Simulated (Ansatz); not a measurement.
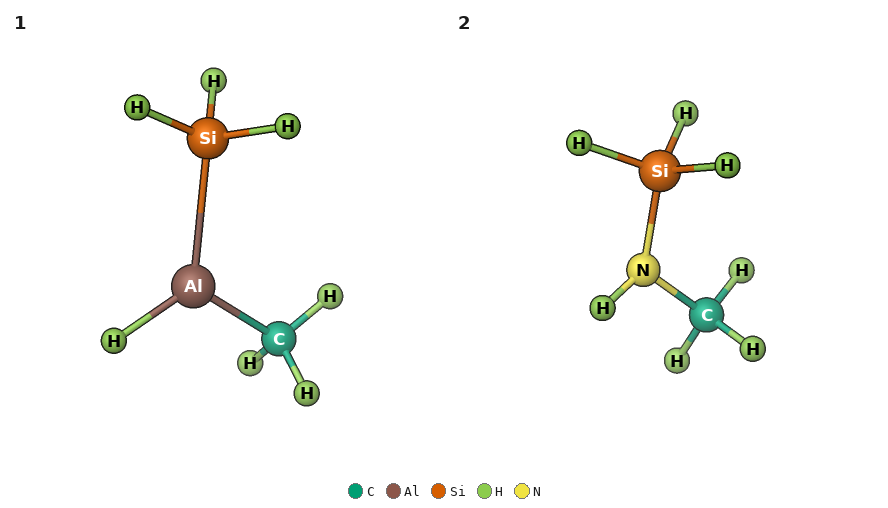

2 molecules with one skeleton, seen from the same side and at one scale. Charge 0, singlet. Computed geometries: PBE0-D4/def2-TZVP optimisations, one conformation each. Properties computed with Ansatz 0.2.0.

One atom differs, called X below: Al in panel 1, N in panel 2. Their formulas are CH7AlSi (`[CH3][AlH][SiH3]`), CH7NSi (`CN[SiH3]`).

### In which is the length of X–H larger (PBE0-D4/def2-TZVP)?

In panel 1 (X = Al).

### In which is the HOMO energy (Kohn–Sham orbital) higher (ωB97M-V/def2-SVP)?

In panel 2 (X = N).

Give the values. With PBE0-D4/def2-TZVP: length of X–C (Å), length of X–H (Å), length of X–Si (Å), angle C–X–H (°). With ωB97M-V/def2-SVP: HOMO energy (Kohn–Sham orbital) (eV), HOMO–LUMO gap (eV). With PBE-D4/def2-TZVPP: dipole moment (D).

| quantity | 1 (Al) | 2 (N) | 2 − 1 |
| --- | --- | --- | --- |
| length of X–C (Å) | 1.953 | 1.447 | −0.506 |
| length of X–H (Å) | 1.593 | 1.007 | −0.586 |
| length of X–Si (Å) | 2.461 | 1.716 | −0.745 |
| angle C–X–H (°) | 118.9 | 113.7 | −5.2 |
| HOMO energy (Kohn–Sham orbital) (eV) | −9.34 | −8.95 | +0.39 |
| HOMO–LUMO gap (eV) | 9.30 | 11.82 | +2.52 |
| dipole moment (D) | 1.05 | 1.29 | +0.24 |
